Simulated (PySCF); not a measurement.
# SiH4O3 (SMILES O[SiH](O)O): levels of theory compared

Wanted: a comparison of 6 runs (BLYP/6-311+G**, M06-L/6-311+G**, PBE/6-311+G**, SVWN5/6-311+G**, TPSS/6-311+G**, r2SCAN/6-311+G**) of SiH4O3. 

The calculation is run with PySCF 2.14.0.

## 1. The molecule

SiH4O3 has 8 atoms, charge 0, and is taken as a singlet. As SMILES, `O[SiH](O)O`. One bond was lengthened or shortened from a relaxed shape.

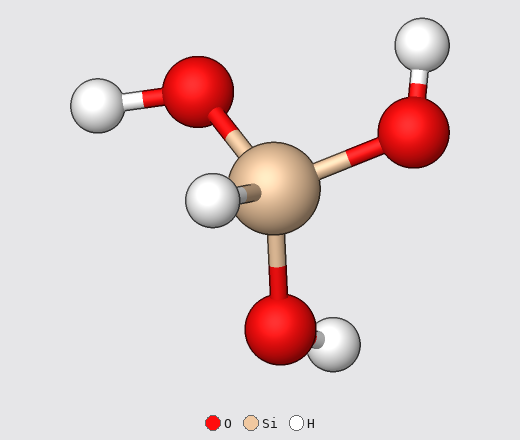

The structure, seen from a chosen angle (oxygen red, silicon light orange, hydrogen white).

## 2. A single-point energy at BLYP/6-311+G(d,p) (run 1)

calc.py reads:

```python
from pyscf import gto, dft

mol = gto.Mole()
mol.atom = '''
O     -0.096266     3.000666    -0.592518
Si    -0.529959     0.097669     0.341385
O      2.003975    -1.685666     0.204002
O     -2.569351    -1.267281    -1.530389
H      0.128422     3.286015    -2.367916
H     -1.420398     0.337286     2.973395
H      3.580842    -1.237771     1.486837
H     -2.363182    -3.047403    -1.791927
'''
mol.charge = 0
mol.basis = '6-311+g**'
mol.verbose = 3
mol.unit = 'bohr'
mol.max_memory = 1860
mol.build()

calc0 = dft.RKS(mol)
calc0.xc = 'blyp'
calc0.conv_tol = 1e-10
calc0.grids.level = 5
calc0.kernel()
if not calc0.converged:
    calc0 = calc0.newton().run(calc0.mo_coeff, calc0.mo_occ)

etot = calc0.e_tot
print('E(%s) = %.9f' % ('BLYP', etot))
```

The run is started by

```console
$ OMP_NUM_THREADS=1 python calc.py
```

The log of the run:

```text
converged SCF energy = -517.747596517924
E(BLYP) = -517.747596518
```

Wall time 38 s (1 thread of Intel Xeon at 2.70GHz, shared host); peak memory 0.66 GiB.

## 3. A single-point energy at M06-L/6-311+G(d,p) (run 2)

mol.xyz reads:

```xyz
8

O     -0.050942     1.587884    -0.313547
Si    -0.280442     0.051684     0.180653
O      1.060458    -0.892016     0.107953
O     -1.359642    -0.670616    -0.809847
H      0.067958     1.738884    -1.253047
H     -0.751642     0.178484     1.573453
H      1.894900    -0.655000     0.786800
H     -1.250542    -1.612616    -0.948247
```

job.py reads:

```python
from pyscf import gto, dft

mol = gto.M(
    atom='mol.xyz',
    verbose=3,
    max_memory=1860,
    basis='6-311+g**',
)

mf = dft.RKS(mol, xc='m06-l')
mf.grids.level = 5
mf.conv_tol = 1e-10
mf.kernel()
if not mf.converged:
    mf = mf.newton().run(mf.mo_coeff, mf.mo_occ)

energy = mf.e_tot
print('Final energy', energy)
```

The run is started by

```console
$ OMP_NUM_THREADS=1 python job.py
```

The log of the run:

```text
converged SCF energy = -517.74267147411
Final energy -517.7426714741099
```

Run time: 51 s. Hardware: 1 thread of Intel Xeon at 2.70GHz, shared host; peak memory 0.7 GiB.

Runs 3 to 5 aren't shown in full; the table further down has their settings and results.

## 4. The energy at r2SCAN/6-311+G(d,p) (run 6)

mol.xyz, as its differences from that of step 3:

```diff
@@ -1,3 +1,3 @@
 8
-
+H4O3Si
 O     -0.050942     1.587884    -0.313547
```

calc.py reads:

```python
from pyscf import gto, dft

mol = gto.Mole()
mol.atom = 'mol.xyz'
mol.verbose = 3
mol.charge = 0
mol.spin = 0
mol.basis = '6-311+g**'
mol.max_memory = 1860
mol.build()

mf = dft.RKS(mol)
mf.xc = 'r2scan'
mf.conv_tol = 1e-10
mf.grids.level = 5
mf.kernel()
if not mf.converged:
    mf = mf.newton().run(mf.mo_coeff, mf.mo_occ)

etot = mf.e_tot
print('E(%s) = %.9f' % ('R2SCAN', etot))
```

The run is started by

```console
$ OMP_NUM_THREADS=1 python calc.py
```

The log of the run:

```text
converged SCF energy = -517.648444733729
E(R2SCAN) = -517.648444734
```

It took 48 s on 1 thread of Intel Xeon at 2.70GHz, shared host; peak memory 0.7 GiB.

## 5. All runs side by side

| run | level | energy (Eh) | dipole moment (D) | HOMO energy (eV) | LUMO energy (eV) | wall time |
| --- | --- | --- | --- | --- | --- | --- |
| 1 | BLYP/6-311+G** | -517.747597 | 1.74 | -7.42 | -1.29 | 38 s |
| 2 | M06-L/6-311+G** | -517.742671 | 1.78 | -7.74 | -0.66 | 51 s |
| 3 | PBE/6-311+G** | -517.392504 | 1.75 | -7.51 | -1.25 | 36 s |
| 4 | SVWN5/6-311+G** | -515.015922 | 1.83 | -7.66 | -1.33 | 16 s |
| 5 | TPSS/6-311+G** | -517.822803 | 1.76 | -7.61 | -1.05 | 54 s |
| 6 | r2SCAN/6-311+G** | -517.648445 | 1.80 | -7.89 | -0.59 | 48 s |

## 6. Summary of results

| quantity | value |
| --- | --- |
| run 6: total energy | -517.64844 Eh |
| run 6: dipole moment | 1.80 D |
| run 6: HOMO energy | -7.89 eV |
| run 6: LUMO energy | -0.59 eV |
| run 6: HOMO–LUMO gap | 7.30 eV |

What this shows: The dipole moment (its size) runs from 1.74 D (BLYP/6-311+G**) to 1.83 D (SVWN5/6-311+G**). The HOMO–LUMO gap runs from 6.13 eV (BLYP/6-311+G**) to 7.30 eV (r2SCAN/6-311+G**). Totals of different functionals can't be ranked against each other. All runs together took 4 min, the longest 54 s.
